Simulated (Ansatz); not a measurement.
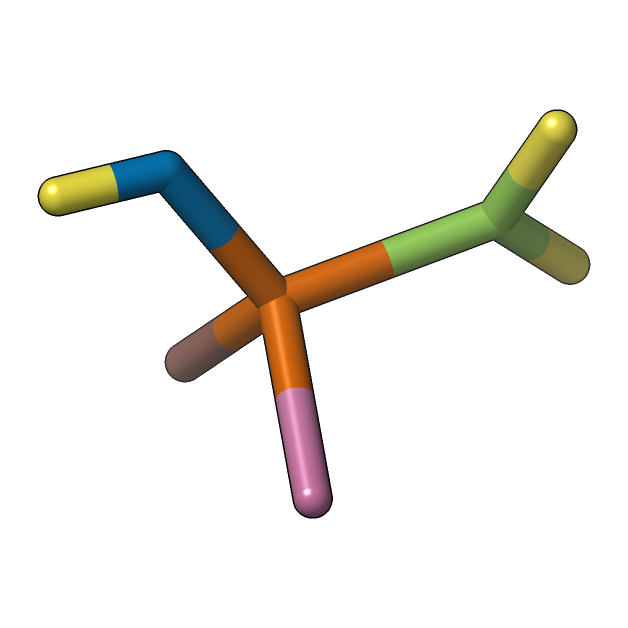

Rendered structure (stick style). Colours: boron green, silicon orange, oxygen blue, fluorine brown, chlorine pink, hydrogen yellow.

What does the picture show?

It has 8 atoms: 1 boron, 1 chlorine, 1 fluorine, 3 hydrogen, 1 oxygen and 1 silicon (BClFH₃OSi). Its SMILES string is `B[Si@@](O)(F)Cl`. It has no ring. Among its groups: Si–O bond, B–H bond. The point group is C1. Coordination: 1 B trigonal planar; 1 Si tetrahedral; 1 O bent.

The parts below concern this one geometry. Atoms keep their numbers from picture to picture. Computed geometry: PBE0-D4/def2-TZVP optimisation.

**Geometry**

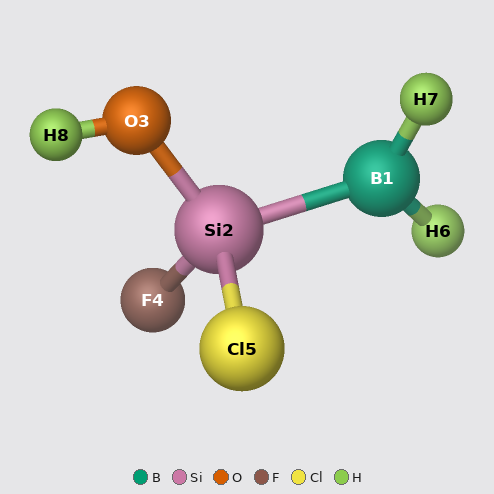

Atoms carry their numbers in the input.

Which atoms are bonded, and how long are the bonds?

| bond | length (Å) | order |
| --- | --- | --- |
| B1–Si2 | 1.994 | single |
| B1–H6 | 1.193 | single |
| B1–H7 | 1.193 | single |
| Si2–O3 | 1.624 | single |
| Si2–F4 | 1.594 | single |
| Si2–Cl5 | 2.059 | single |
| O3–H8 | 0.959 | single |

**Dipole moment**

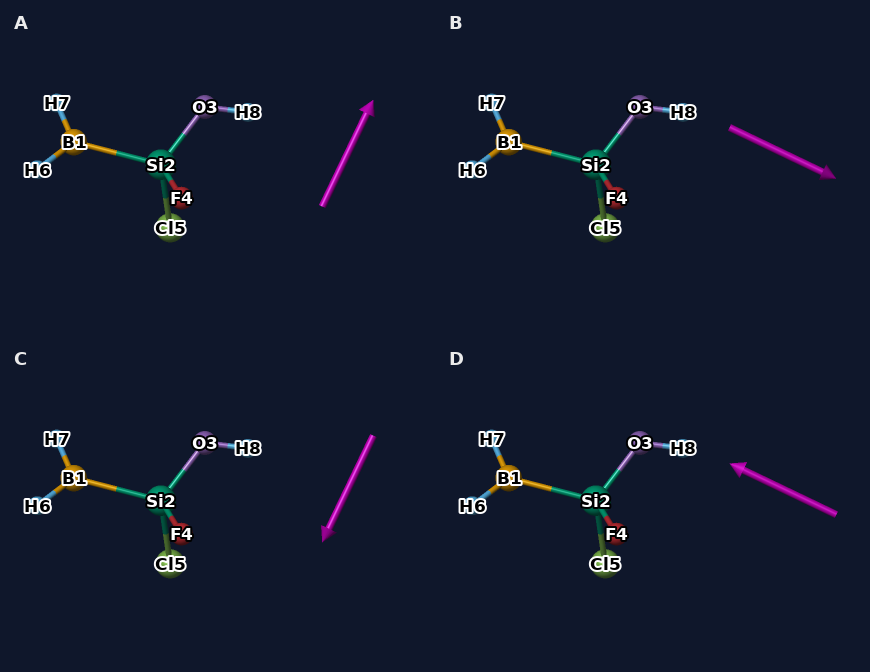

The same molecule four times, each with an arrow. Level of theory: RKS PBE-D4/def2-TZVPP (Ansatz 0.2.0).

> Which arrow points along the dipole moment, from the negative to the positive end?

A. The dipole moment is 1.00 D; it points from the side of Cl5, H6 to the side of H8 (the outermost atoms at the two ends).

**Vibrations**

Harmonic vibrations computed with RKS PBE0-D4/def2-TZVP (Ansatz 0.2.0) at a stationary point of the same level.

> How many vibrational modes are there, and where do they lie?

18 modes: 116, 137, 193, 216, 246, 306, 341, 523, 644, 662, 795, 903, 912, 968, 1167, 2611, 2704, 3907 cm⁻¹.

**Charges**

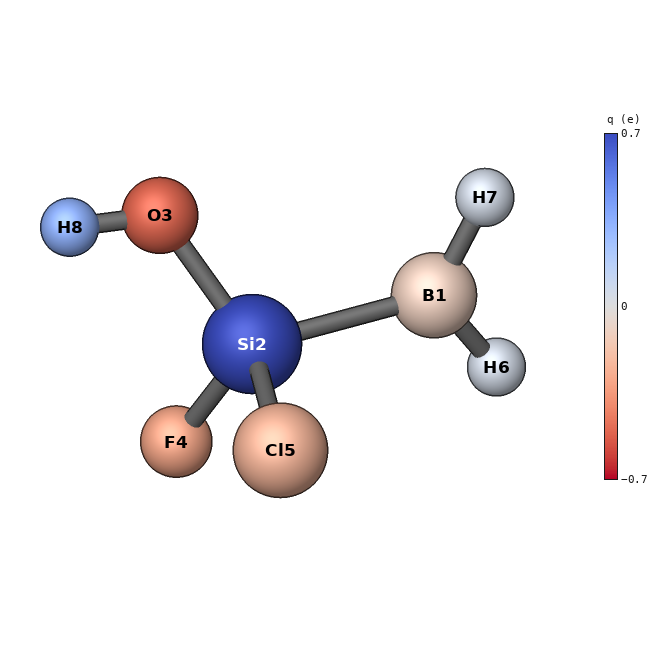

Atoms are coloured by their Mulliken charges. Method: RKS PBE0-D4/def2-TZVP (Ansatz 0.2.0).

> Which atom carries the highest charge (most positive or least negative)?

Si2 (0.70 e).

> And the lowest?

O3 (−0.50 e).

Give the Mulliken charges atom by atom.

```csv
atom,value (e)
B1,−0.11
Si2,0.70
O3,−0.50
F4,−0.29
Cl5,−0.23
H6,0.05
H7,0.05
H8,0.33
```

Mulliken values depend strongly on the basis set and can even reverse the polarity of a bond.
